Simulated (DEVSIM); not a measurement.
Device: Co/Si3N4/p-In0.53Ga0.47As capacitor, at 300 K.

| layer (left to right) | material | thickness (nm) | Na (cm⁻³) |
|---|---|---|---|
| 1 | Si3N4 | 28.0 | - |
| 2 | In0.53Ga0.47As | 1000 | 6e17 |

Metal gate on the left, work function 5 eV. Fixed charge at the semiconductor interface -1.5e10 cm⁻² (in units of +e); no interface traps.

The device is made up for the run: typed textbook-type constants, with dimensions and the other settings drawn at random. Values at 300 K.

| parameter | Si3N4 | In0.53Ga0.47As |
|---|---|---|
| gap (eV) | 5.1 | 0.74 |
| affinity (eV) | 2.1 | 4.51 |
| permittivity | 7.5 | 13.9 |
| Nc (cm⁻³) | - | 2.1e17 |
| Nv (cm⁻³) | - | 7.7e18 |

Model (solved in DEVSIM): 1D Poisson equation in equilibrium, Boltzmann statistics, complete ionisation; no quantum confinement or tunnelling. Metal contacts follow the ideal Schottky-Mott rule: no Fermi-level pinning, no interface dipoles.

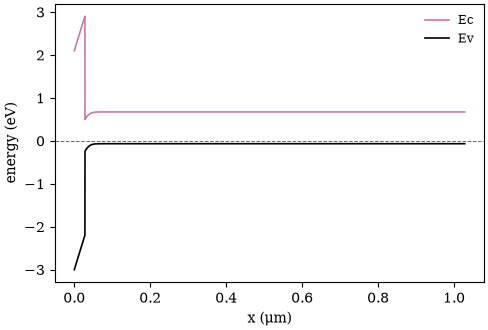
*Band edges at 0.8 V on the gate*

Energies count from the Fermi level of the right contact; mesh points crowd at the junctions.

```json
[
 {"x (μm)": "0.000", "Ec (eV)": "2.100", "Ev (eV)": "-3.000", "n (cm⁻³)": "< 1e2", "p (cm⁻³)": "< 1e2", "field (V/cm)": "290000"},
 {"x (μm)": "0.001322", "Ec (eV)": "2.138", "Ev (eV)": "-2.962", "n (cm⁻³)": "< 1e2", "p (cm⁻³)": "< 1e2", "field (V/cm)": "290000"},
 {"x (μm)": "0.003860", "Ec (eV)": "2.211", "Ev (eV)": "-2.889", "n (cm⁻³)": "< 1e2", "p (cm⁻³)": "< 1e2", "field (V/cm)": "290000"},
 {"x (μm)": "0.009204", "Ec (eV)": "2.365", "Ev (eV)": "-2.735", "n (cm⁻³)": "< 1e2", "p (cm⁻³)": "< 1e2", "field (V/cm)": "290000"},
 {"x (μm)": "0.02026", "Ec (eV)": "2.684", "Ev (eV)": "-2.416", "n (cm⁻³)": "< 1e2", "p (cm⁻³)": "< 1e2", "field (V/cm)": "290000"},
 {"x (μm)": "0.02486", "Ec (eV)": "2.817", "Ev (eV)": "-2.283", "n (cm⁻³)": "< 1e2", "p (cm⁻³)": "< 1e2", "field (V/cm)": "290000"},
 {"x (μm)": "0.02711", "Ec (eV)": "2.882", "Ev (eV)": "-2.218", "n (cm⁻³)": "< 1e2", "p (cm⁻³)": "< 1e2", "field (V/cm)": "290000"},
 {"x (μm)": "0.02858", "Ec (eV)": "0.506", "Ev (eV)": "-0.234", "n (cm⁻³)": "6.6e8", "p (cm⁻³)": "9.0e14", "field (V/cm)": "150000"},
 {"x (μm)": "0.03064", "Ec (eV)": "0.535", "Ev (eV)": "-0.205", "n (cm⁻³)": "2.2e8", "p (cm⁻³)": "2.8e15", "field (V/cm)": "130000"},
 {"x (μm)": "0.03483", "Ec (eV)": "0.584", "Ev (eV)": "-0.156", "n (cm⁻³)": "3.2e7", "p (cm⁻³)": "1.8e16", "field (V/cm)": "100000"},
 {"x (μm)": "0.04424", "Ec (eV)": "0.648", "Ev (eV)": "-0.092", "n (cm⁻³)": "2800000", "p (cm⁻³)": "2.2e17", "field (V/cm)": "39000"},
 {"x (μm)": "0.07484", "Ec (eV)": "0.674", "Ev (eV)": "-0.066", "n (cm⁻³)": "1000000", "p (cm⁻³)": "6.0e17", "field (V/cm)": "270"},
 {"x (μm)": "0.1313", "Ec (eV)": "0.674", "Ev (eV)": "-0.066", "n (cm⁻³)": "1000000", "p (cm⁻³)": "6.0e17", "field (V/cm)": "≈ 0"},
 {"x (μm)": "0.2543", "Ec (eV)": "0.674", "Ev (eV)": "-0.066", "n (cm⁻³)": "1000000", "p (cm⁻³)": "6.0e17", "field (V/cm)": "≈ 0"},
 {"x (μm)": "0.6200", "Ec (eV)": "0.674", "Ev (eV)": "-0.066", "n (cm⁻³)": "1000000", "p (cm⁻³)": "6.0e17", "field (V/cm)": "≈ 0"},
 {"x (μm)": "0.8412", "Ec (eV)": "0.674", "Ev (eV)": "-0.066", "n (cm⁻³)": "1000000", "p (cm⁻³)": "6.0e17", "field (V/cm)": "≈ 0"},
 {"x (μm)": "0.9399", "Ec (eV)": "0.674", "Ev (eV)": "-0.066", "n (cm⁻³)": "1000000", "p (cm⁻³)": "6.0e17", "field (V/cm)": "≈ 0"},
 {"x (μm)": "0.9881", "Ec (eV)": "0.674", "Ev (eV)": "-0.066", "n (cm⁻³)": "1000000", "p (cm⁻³)": "6.0e17", "field (V/cm)": "≈ 0"},
 {"x (μm)": "1.014", "Ec (eV)": "0.674", "Ev (eV)": "-0.066", "n (cm⁻³)": "1000000", "p (cm⁻³)": "6.0e17", "field (V/cm)": "≈ 0"},
 {"x (μm)": "1.022", "Ec (eV)": "0.674", "Ev (eV)": "-0.066", "n (cm⁻³)": "1000000", "p (cm⁻³)": "6.0e17", "field (V/cm)": "≈ 0"},
 {"x (μm)": "1.026", "Ec (eV)": "0.674", "Ev (eV)": "-0.066", "n (cm⁻³)": "1000000", "p (cm⁻³)": "6.0e17", "field (V/cm)": "≈ 0"},
 {"x (μm)": "1.028", "Ec (eV)": "0.674", "Ev (eV)": "-0.066", "n (cm⁻³)": "1000000", "p (cm⁻³)": "6.0e17", "field (V/cm)": "≈ 0"}
]
```
